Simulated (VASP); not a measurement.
Band structure of NaH (rock salt). Calculation: modified Becke-Johnson potential (mBJ), VASP's PBE PAW potentials (set 64) (plane waves; VASP).

mBJ is a potential without an energy functional, so only the levels count.

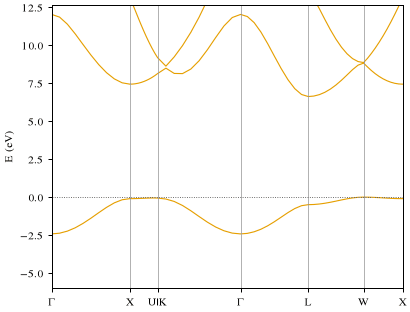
Figure: Bands along high-symmetry lines, zero at the valence-band maximum or, without a gap, the Fermi level

**Question.** Read the plot: is there a gap, and where are the band edges?

**Answer.** The gap is indirect, 6.62 eV, from the valence maximum at W to the conduction minimum at L.

The compound is NaH in the rock salt structure. It was relaxed first. The cell's shape comes from a PBE relaxation.
